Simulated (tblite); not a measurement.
Geometry relaxation, with input and output: Ge$_{16}$H$_{24}$ (part 2 of 2)

Continued. System: Ge$_{16}$H$_{24}$. Method: GFN2-xTB geometry optimisation, gas phase (tblite 0.8.0). 

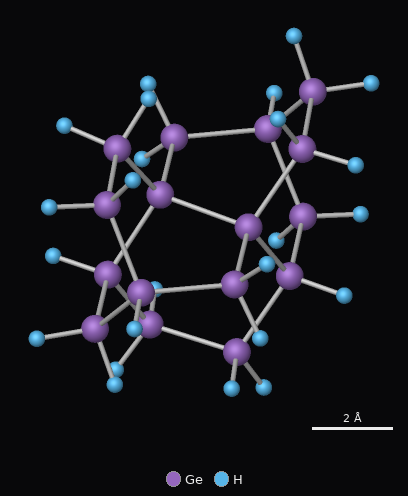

The geometry at step 22 of the log (ball-and-stick view, seen at a tilt).

## Trajectory as extended XYZ, continued
```
40
Properties=species:S:1:pos:R:3:forces:R:3 step=11 energy=-1177.41133
Ge   -0.5005   -1.1663    3.6918   -0.0270  -0.0540   0.0670
Ge   -0.5064   -1.1705   -0.4370    0.0190   0.0300   0.0090
Ge   -0.5056   -1.1007   -2.8640    0.0510  -0.0490  -0.0980
Ge   -2.4719   -2.2860    2.8579   -0.0330  -0.0100   0.0390
Ge   -2.4684   -2.2919    0.4498   -0.0970  -0.0570   0.0360
Ge   -0.5006    1.1656   -3.6918   -0.0580   0.0630  -0.0840
Ge   -2.4701    2.2965   -0.4491   -0.0610   0.0230  -0.0280
Ge   -0.5036    1.1013    2.8632    0.0300   0.0450   0.1200
Ge   -2.4720    2.2888   -2.8564   -0.0230   0.0000  -0.0510
Ge   -0.5044    1.1730    0.4375   -0.0070  -0.0140  -0.0300
Ge    3.4860   -1.1416   -0.3595    0.0820   0.0120  -0.0860
Ge    1.4524   -2.3102    2.8424    0.0240  -0.0120   0.0720
Ge    1.5132   -2.2806    0.4215    0.0180  -0.0470  -0.0070
Ge    1.5151    2.2816   -0.4235    0.0140   0.0450   0.0000
Ge    1.4511    2.3092   -2.8450    0.0420   0.0360  -0.0650
Ge    3.4860    1.1418    0.3600    0.0790  -0.0160   0.1070
H    -0.5003   -1.1642    5.2234    0.0040  -0.0040  -0.0060
H    -1.6770   -1.8996   -3.4008   -0.0320  -0.0080  -0.0230
H     0.6820   -1.8944   -3.3937   -0.0110   0.0200   0.0040
H    -3.7428   -1.6529    3.3940    0.0080  -0.0140  -0.0020
H    -2.5584   -3.7054    3.3878   -0.0110   0.0130  -0.0010
H    -3.7341   -1.6602   -0.1102    0.0120   0.0130   0.0100
H    -2.5618   -3.7023   -0.1052    0.0060   0.0030   0.0110
H    -0.5043    1.1633   -5.2245    0.0060   0.0050   0.0180
H    -2.5632    3.7039    0.1081    0.0020   0.0190  -0.0050
H    -3.7335    1.6613    0.1099    0.0030  -0.0150  -0.0060
H    -1.6781    1.8983    3.4006   -0.0160   0.0000   0.0140
H     0.6818    1.8958    3.3955   -0.0080  -0.0180  -0.0030
H    -2.5573    3.7071   -3.3884   -0.0110  -0.0090   0.0010
H    -3.7439    1.6564   -3.3913    0.0090   0.0140   0.0020
H     3.5443   -1.1729   -1.8830   -0.0140  -0.0100   0.0640
H     4.7563   -1.8684    0.0314    0.0100  -0.0050  -0.0020
H     2.7208   -1.6623    3.3792   -0.0120  -0.0020  -0.0020
H     1.5582   -3.7162    3.4018   -0.0030  -0.0140   0.0020
H     1.5137   -3.7286   -0.0938    0.0100   0.0250   0.0090
H     1.5147    3.7304    0.0891    0.0110  -0.0250  -0.0080
H     1.5549    3.7173   -3.4029   -0.0050  -0.0020   0.0020
H     2.7204    1.6642   -3.3833   -0.0130   0.0010   0.0010
H     4.7571    1.8673   -0.0275    0.0180   0.0110  -0.0020
H     3.5402    1.1759    1.8849   -0.0150   0.0070  -0.0790
40
Properties=species:S:1:pos:R:3:forces:R:3 step=16 energy=-1177.42533
Ge   -0.5061   -1.1811    3.7234   -0.0050  -0.0170  -0.0130
Ge   -0.5100   -1.1699   -0.4500   -0.0060  -0.0050   0.0180
Ge   -0.5042   -1.1010   -2.8961   -0.0230   0.0350   0.0160
Ge   -2.4868   -2.2909    2.8762    0.0010  -0.0010   0.0060
Ge   -2.4793   -2.2992    0.4600    0.0240   0.0070   0.0040
Ge   -0.5084    1.1806   -3.7237    0.0020   0.0180   0.0200
Ge   -2.4776    2.3013   -0.4582    0.0080   0.0060  -0.0100
Ge   -0.5035    1.1008    2.8977   -0.0150  -0.0310  -0.0310
Ge   -2.4867    2.2929   -2.8751   -0.0030   0.0060  -0.0030
Ge   -0.5090    1.1725    0.4501    0.0070   0.0030  -0.0060
Ge    3.5149   -1.1435   -0.3582   -0.0090  -0.0080   0.0420
Ge    1.4519   -2.3249    2.8596   -0.0120   0.0090  -0.0140
Ge    1.5220   -2.2739    0.4259    0.0160   0.0260   0.0240
Ge    1.5231    2.2750   -0.4295    0.0170  -0.0270  -0.0130
Ge    1.4513    2.3252   -2.8628   -0.0210  -0.0180   0.0140
Ge    3.5145    1.1442    0.3597   -0.0100   0.0130  -0.0520
H    -0.4995   -1.1736    5.2562   -0.0080  -0.0130   0.0050
H    -1.6773   -1.9093   -3.4273   -0.0030   0.0140  -0.0140
H     0.6813   -1.9000   -3.4142    0.0280   0.0020  -0.0200
H    -3.7611   -1.6629    3.4118    0.0040  -0.0020  -0.0030
H    -2.5788   -3.7120    3.4030   -0.0060   0.0060  -0.0010
H    -3.7400   -1.6650   -0.1084   -0.0090   0.0200   0.0230
H    -2.5791   -3.7067   -0.1027    0.0030  -0.0140   0.0290
H    -0.5026    1.1745   -5.2560   -0.0080   0.0110  -0.0090
H    -2.5802    3.7101    0.1040    0.0040  -0.0010  -0.0320
H    -3.7390    1.6651    0.1082   -0.0040  -0.0160  -0.0230
H    -1.6779    1.9078    3.4271   -0.0040  -0.0120   0.0170
H     0.6816    1.9017    3.4153    0.0220  -0.0050   0.0200
H    -2.5780    3.7141   -3.4028   -0.0040  -0.0100   0.0030
H    -3.7621    1.6665   -3.4104    0.0060   0.0010   0.0040
H     3.5460   -1.1820   -1.8766    0.0070  -0.0020  -0.0130
H     4.7870   -1.8779    0.0185   -0.0030   0.0010  -0.0080
H     2.7200   -1.6715    3.3909   -0.0060   0.0060   0.0190
H     1.5707   -3.7322    3.4202   -0.0090   0.0040  -0.0070
H     1.5264   -3.7216   -0.0892    0.0160  -0.0020   0.0040
H     1.5285    3.7229    0.0856    0.0150   0.0010  -0.0050
H     1.5674    3.7329   -3.4214   -0.0060   0.0020   0.0040
H     2.7192    1.6727   -3.3952   -0.0040  -0.0050  -0.0200
H     4.7877    1.8789   -0.0141   -0.0050  -0.0040   0.0070
H     3.5435    1.1835    1.8775    0.0050   0.0010   0.0210
40
Properties=species:S:1:pos:R:3:forces:R:3 step=19 energy=-1177.42681
Ge   -0.5077   -1.1855    3.7254   -0.0010   0.0060   0.0070
Ge   -0.5102   -1.1692   -0.4482    0.0050  -0.0190  -0.0120
Ge   -0.5058   -1.0966   -2.8981    0.0170  -0.0190   0.0060
Ge   -2.4879   -2.2914    2.8784   -0.0060  -0.0050   0.0020
Ge   -2.4785   -2.2993    0.4633   -0.0020  -0.0020  -0.0180
Ge   -0.5102    1.1855   -3.7253    0.0000  -0.0080  -0.0120
Ge   -2.4775    2.3019   -0.4621    0.0010  -0.0050   0.0170
Ge   -0.5046    1.0968    2.8984    0.0110   0.0190   0.0010
Ge   -2.4881    2.2937   -2.8773   -0.0060   0.0030   0.0020
Ge   -0.5083    1.1720    0.4493   -0.0010   0.0200   0.0040
Ge    3.5168   -1.1437   -0.3540    0.0100  -0.0070  -0.0240
Ge    1.4503   -2.3251    2.8605    0.0110   0.0020   0.0090
Ge    1.5249   -2.2706    0.4292   -0.0120  -0.0120  -0.0030
Ge    1.5259    2.2715   -0.4318   -0.0110   0.0120   0.0000
Ge    1.4490    2.3247   -2.8635    0.0160   0.0050  -0.0080
Ge    3.5164    1.1451    0.3549    0.0090   0.0030   0.0290
H    -0.5005   -1.1765    5.2593   -0.0070  -0.0140  -0.0090
H    -1.6777   -1.9083   -3.4322    0.0090   0.0260  -0.0040
H     0.6838   -1.8994   -3.4188   -0.0230   0.0400   0.0040
H    -3.7619   -1.6647    3.4131   -0.0030   0.0080   0.0010
H    -2.5820   -3.7113    3.4043   -0.0040  -0.0100   0.0030
H    -3.7411   -1.6630   -0.1046    0.0130   0.0080   0.0310
H    -2.5807   -3.7090   -0.0982    0.0040   0.0070   0.0340
H    -0.5034    1.1773   -5.2593   -0.0070   0.0140   0.0100
H    -2.5817    3.7112    0.0992    0.0030  -0.0040  -0.0320
H    -3.7397    1.6635    0.1045    0.0130  -0.0060  -0.0300
H    -1.6782    1.9069    3.4322    0.0120  -0.0280   0.0020
H     0.6834    1.9008    3.4198   -0.0200  -0.0380  -0.0030
H    -2.5810    3.7130   -3.4038   -0.0030   0.0140  -0.0050
H    -3.7627    1.6683   -3.4116   -0.0050  -0.0090  -0.0020
H     3.5473   -1.1834   -1.8756   -0.0020  -0.0010   0.0230
H     4.7898   -1.8790    0.0159    0.0030  -0.0020   0.0030
H     2.7184   -1.6722    3.3947   -0.0150   0.0050   0.0160
H     1.5707   -3.7325    3.4207   -0.0110   0.0030  -0.0100
H     1.5301   -3.7204   -0.0877    0.0150   0.0240   0.0150
H     1.5322    3.7214    0.0841    0.0140  -0.0210  -0.0140
H     1.5678    3.7336   -3.4224   -0.0110  -0.0110   0.0130
H     2.7178    1.6735   -3.3991   -0.0180  -0.0040  -0.0140
H     4.7903    1.8798   -0.0116    0.0060   0.0040  -0.0060
H     3.5445    1.1845    1.8769   -0.0030   0.0010  -0.0270
40
Properties=species:S:1:pos:R:3:forces:R:3 step=22 energy=-1177.42992
Ge   -0.5120   -1.1950    3.7321    0.0010   0.0470  -0.0090
Ge   -0.5098   -1.1722   -0.4471    0.0230   0.0230  -0.0350
Ge   -0.5065   -1.0900   -2.9018    0.0260  -0.0030  -0.0100
Ge   -2.4931   -2.2944    2.8848    0.0120  -0.0030  -0.0420
Ge   -2.4766   -2.3001    0.4668   -0.0190   0.0150   0.0590
Ge   -0.5143    1.1954   -3.7321   -0.0110  -0.0430  -0.0020
Ge   -2.4771    2.3026   -0.4671    0.0180  -0.0390  -0.0430
Ge   -0.5051    1.0911    2.9004    0.0180  -0.0110   0.0370
Ge   -2.4940    2.2971   -2.8827    0.0200  -0.0100   0.0230
Ge   -0.5069    1.1756    0.4488   -0.0080  -0.0190   0.0060
Ge    3.5248   -1.1462   -0.3485   -0.0030   0.0420  -0.0310
Ge    1.4493   -2.3252    2.8653   -0.0090   0.0010   0.0340
Ge    1.5294   -2.2643    0.4372   -0.0070  -0.0080  -0.0260
Ge    1.5307    2.2650   -0.4380   -0.0110   0.0160   0.0020
Ge    1.4471    2.3246   -2.8677    0.0080   0.0070  -0.0240
Ge    3.5242    1.1485    0.3488    0.0090  -0.0550   0.0480
H    -0.5050   -1.1875    5.2659   -0.0020  -0.0070  -0.0110
H    -1.6775   -1.8985   -3.4460    0.0160   0.0210   0.0080
H     0.6861   -1.8876   -3.4296   -0.0400   0.0440   0.0170
H    -3.7657   -1.6660    3.4171   -0.0130   0.0150   0.0080
H    -2.5909   -3.7135    3.4087   -0.0050  -0.0220   0.0080
H    -3.7416   -1.6548   -0.0866    0.0200  -0.0140   0.0100
H    -2.5831   -3.7141   -0.0778   -0.0100  -0.0010   0.0010
H    -0.5076    1.1881   -5.2664   -0.0020   0.0090   0.0160
H    -2.5840    3.7140    0.0782   -0.0120   0.0260   0.0060
H    -3.7392    1.6564    0.0871    0.0040   0.0060  -0.0060
H    -1.6769    1.8973    3.4461    0.0140  -0.0200  -0.0100
H     0.6848    1.8889    3.4309   -0.0300  -0.0380  -0.0150
H    -2.5892    3.7151   -3.4078   -0.0070   0.0310  -0.0100
H    -3.7663    1.6691   -3.4155   -0.0150  -0.0150  -0.0070
H     3.5495   -1.1870   -1.8695   -0.0070  -0.0040   0.0110
H     4.7983   -1.8824    0.0108    0.0160  -0.0120   0.0190
H     2.7112   -1.6712    3.4092   -0.0020   0.0060   0.0150
H     1.5673   -3.7343    3.4196   -0.0030  -0.0070  -0.0090
H     1.5438   -3.7122   -0.0802    0.0080   0.0020   0.0130
H     1.5456    3.7132    0.0769    0.0070   0.0030  -0.0090
H     1.5652    3.7346   -3.4215   -0.0060   0.0020   0.0130
H     2.7102    1.6731   -3.4134   -0.0080  -0.0060  -0.0110
H     4.7990    1.8832   -0.0077    0.0170   0.0160  -0.0180
H     3.5457    1.1873    1.8710   -0.0070   0.0060  -0.0240
40
Properties=species:S:1:pos:R:3:forces:R:3 step=26 energy=-1177.43255
Ge   -0.5157   -1.1955    3.7338   -0.0120  -0.0110   0.0040
Ge   -0.5069   -1.1714   -0.4499   -0.0060   0.0050   0.0010
Ge   -0.5055   -1.0837   -2.9038   -0.0160   0.0130   0.0040
Ge   -2.4952   -2.2969    2.8859   -0.0040  -0.0020   0.0410
Ge   -2.4754   -2.2988    0.4760    0.0210  -0.0020  -0.0090
Ge   -0.5183    1.1963   -3.7347   -0.0020   0.0040   0.0000
Ge   -2.4740    2.2995   -0.4754    0.0020   0.0160   0.0060
Ge   -0.5045    1.0841    2.9037   -0.0120  -0.0070  -0.0100
Ge   -2.4956    2.2988   -2.8853   -0.0050   0.0060  -0.0360
Ge   -0.5061    1.1750    0.4493    0.0080  -0.0150   0.0100
Ge    3.5299   -1.1443   -0.3471    0.0140  -0.0220   0.0000
Ge    1.4465   -2.3235    2.8719   -0.0050   0.0050  -0.0040
Ge    1.5325   -2.2597    0.4404    0.0090   0.0070   0.0040
Ge    1.5339    2.2612   -0.4423    0.0120  -0.0080   0.0020
Ge    1.4452    2.3234   -2.8731   -0.0110  -0.0060  -0.0040
Ge    3.5304    1.1455    0.3482    0.0090   0.0200  -0.0100
H    -0.5088   -1.1963    5.2669    0.0000   0.0050  -0.0070
H    -1.6748   -1.8870   -3.4534    0.0010   0.0030   0.0070
H     0.6840   -1.8723   -3.4349    0.0120   0.0050  -0.0030
H    -3.7680   -1.6644    3.4194    0.0120   0.0020  -0.0050
H    -2.5970   -3.7170    3.4118    0.0000   0.0040  -0.0030
H    -3.7391   -1.6503   -0.0714    0.0000  -0.0130  -0.0050
H    -2.5857   -3.7165   -0.0618   -0.0130   0.0210  -0.0050
H    -0.5113    1.1969   -5.2675    0.0000  -0.0040   0.0040
H    -2.5867    3.7174    0.0624   -0.0100  -0.0230   0.0030
H    -3.7378    1.6516    0.0729    0.0030   0.0100   0.0030
H    -1.6741    1.8862    3.4535   -0.0040  -0.0020  -0.0060
H     0.6834    1.8742    3.4366    0.0130  -0.0070   0.0010
H    -2.5951    3.7195   -3.4107   -0.0020  -0.0070   0.0040
H    -3.7691    1.6672   -3.4177    0.0090  -0.0010   0.0030
H     3.5498   -1.1897   -1.8655   -0.0040   0.0010  -0.0200
H     4.8036   -1.8855    0.0108   -0.0100   0.0040   0.0130
H     2.7055   -1.6690    3.4223   -0.0020  -0.0020   0.0110
H     1.5634   -3.7362    3.4161    0.0010  -0.0060  -0.0030
H     1.5548   -3.7074   -0.0729    0.0010  -0.0130   0.0040
H     1.5562    3.7090    0.0703    0.0010   0.0140  -0.0050
H     1.5616    3.7357   -3.4177   -0.0010   0.0120   0.0030
H     2.7038    1.6711   -3.4259    0.0020  -0.0030  -0.0100
H     4.8047    1.8866   -0.0082   -0.0110  -0.0050  -0.0090
H     3.5455    1.1898    1.8663   -0.0010   0.0020   0.0250
40
Properties=species:S:1:pos:R:3:forces:R:3 step=28 energy=-1177.43306
Ge   -0.5175   -1.1959    3.7348   -0.0060  -0.0260   0.0110
Ge   -0.5065   -1.1703   -0.4513   -0.0010  -0.0110   0.0120
Ge   -0.5065   -1.0807   -2.9044    0.0020  -0.0050   0.0050
Ge   -2.4959   -2.2977    2.8890    0.0000  -0.0010   0.0200
Ge   -2.4736   -2.2983    0.4787    0.0090   0.0020  -0.0110
Ge   -0.5195    1.1962   -3.7355   -0.0030   0.0230  -0.0110
Ge   -2.4727    2.2996   -0.4778    0.0000   0.0010   0.0040
Ge   -0.5053    1.0812    2.9045    0.0000   0.0100  -0.0080
Ge   -2.4962    2.2996   -2.8889   -0.0030   0.0020  -0.0110
Ge   -0.5054    1.1731    0.4507    0.0070   0.0090  -0.0040
Ge    3.5324   -1.1449   -0.3466    0.0030  -0.0090  -0.0170
Ge    1.4449   -2.3230    2.8735    0.0080  -0.0030  -0.0060
Ge    1.5341   -2.2577    0.4411    0.0010  -0.0100   0.0040
Ge    1.5357    2.2595   -0.4432    0.0010   0.0070   0.0030
Ge    1.4436    2.3229   -2.8751    0.0070   0.0050   0.0020
Ge    3.5329    1.1456    0.3472   -0.0020   0.0110   0.0150
H    -0.5096   -1.1980    5.2671    0.0000   0.0070   0.0010
H    -1.6737   -1.8844   -3.4546   -0.0120  -0.0040   0.0030
H     0.6840   -1.8684   -3.4365    0.0060   0.0100   0.0010
H    -3.7680   -1.6639    3.4199    0.0030   0.0050  -0.0010
H    -2.5988   -3.7178    3.4127    0.0000  -0.0010   0.0020
H    -3.7385   -1.6511   -0.0688    0.0050  -0.0100  -0.0020
H    -2.5881   -3.7153   -0.0591   -0.0070   0.0150  -0.0060
H    -0.5121    1.1987   -5.2679    0.0010  -0.0070   0.0000
H    -2.5888    3.7166    0.0597   -0.0060  -0.0140   0.0060
H    -3.7374    1.6519    0.0704    0.0080   0.0100   0.0010
H    -1.6736    1.8838    3.4549   -0.0100   0.0020  -0.0040
H     0.6837    1.8705    3.4381    0.0060  -0.0120  -0.0030
H    -2.5971    3.7203   -3.4115   -0.0020  -0.0010  -0.0020
H    -3.7694    1.6668   -3.4184    0.0040  -0.0030  -0.0010
H     3.5496   -1.1905   -1.8665    0.0000   0.0000  -0.0020
H     4.8047   -1.8862    0.0118    0.0010  -0.0020   0.0120
H     2.7042   -1.6690    3.4264   -0.0100  -0.0060   0.0070
H     1.5631   -3.7375    3.4155   -0.0020   0.0050  -0.0060
H     1.5575   -3.7076   -0.0708    0.0000   0.0030   0.0090
H     1.5588    3.7096    0.0684   -0.0010  -0.0040  -0.0100
H     1.5611    3.7374   -3.4169   -0.0030  -0.0020   0.0050
H     2.7026    1.6706   -3.4298   -0.0080   0.0020  -0.0070
H     4.8057    1.8873   -0.0090    0.0010   0.0010  -0.0090
H     3.5454    1.1908    1.8673    0.0020   0.0010   0.0000
40
Properties=species:S:1:pos:R:3:forces:R:3 step=30 energy=-1177.43336
Ge   -0.5190   -1.1981    3.7362    0.0070  -0.0090   0.0010
Ge   -0.5063   -1.1703   -0.4511    0.0090  -0.0110   0.0090
Ge   -0.5070   -1.0790   -2.9046    0.0040  -0.0010   0.0030
Ge   -2.4966   -2.2985    2.8923    0.0020  -0.0030  -0.0160
Ge   -2.4719   -2.2979    0.4799   -0.0040   0.0070   0.0130
Ge   -0.5206    1.1981   -3.7369    0.0020   0.0140  -0.0030
Ge   -2.4720    2.2997   -0.4793    0.0060  -0.0130  -0.0110
Ge   -0.5058    1.0799    2.9046    0.0020  -0.0010   0.0000
Ge   -2.4969    2.3003   -2.8918    0.0010   0.0000   0.0170
Ge   -0.5045    1.1726    0.4510    0.0020   0.0160  -0.0110
Ge    3.5344   -1.1459   -0.3473   -0.0090   0.0120  -0.0070
Ge    1.4446   -2.3229    2.8744    0.0040  -0.0060  -0.0040
Ge    1.5354   -2.2570    0.4421    0.0010  -0.0090  -0.0010
Ge    1.5370    2.2587   -0.4437   -0.0020   0.0070  -0.0010
Ge    1.4431    2.3230   -2.8763    0.0090   0.0070   0.0080
Ge    3.5345    1.1464    0.3475   -0.0070  -0.0110   0.0110
H    -0.5101   -1.1988    5.2676    0.0010   0.0070   0.0110
H    -1.6740   -1.8827   -3.4556   -0.0100  -0.0060   0.0030
H     0.6847   -1.8649   -3.4377    0.0020   0.0100   0.0030
H    -3.7680   -1.6631    3.4203   -0.0060   0.0070   0.0060
H    -2.6002   -3.7186    3.4135   -0.0030  -0.0080   0.0070
H    -3.7378   -1.6517   -0.0667    0.0060  -0.0060  -0.0020
H    -2.5900   -3.7139   -0.0572   -0.0030   0.0030  -0.0110
H    -0.5126    1.1996   -5.2684    0.0010  -0.0080  -0.0090
H    -2.5905    3.7154    0.0578   -0.0040   0.0000   0.0120
H    -3.7367    1.6523    0.0682    0.0050   0.0060   0.0020
H    -1.6741    1.8821    3.4558   -0.0080   0.0040  -0.0050
H     0.6846    1.8669    3.4392    0.0020  -0.0110  -0.0040
H    -2.5986    3.7209   -3.4122   -0.0040   0.0070  -0.0080
H    -3.7696    1.6662   -3.4190   -0.0030  -0.0050  -0.0060
H     3.5494   -1.1910   -1.8672    0.0040  -0.0020   0.0000
H     4.8058   -1.8869    0.0132    0.0060  -0.0060   0.0080
H     2.7026   -1.6692    3.4299   -0.0080  -0.0050   0.0060
H     1.5625   -3.7381    3.4146   -0.0010   0.0050  -0.0060
H     1.5595   -3.7073   -0.0687   -0.0020   0.0030   0.0090
H     1.5607    3.7094    0.0663   -0.0020  -0.0050  -0.0090
H     1.5604    3.7384   -3.4160   -0.0020  -0.0040   0.0050
H     2.7012    1.6703   -3.4331   -0.0090   0.0040  -0.0060
H     4.8066    1.8879   -0.0101    0.0050   0.0040  -0.0070
H     3.5455    1.1915    1.8679    0.0050   0.0020  -0.0050
```
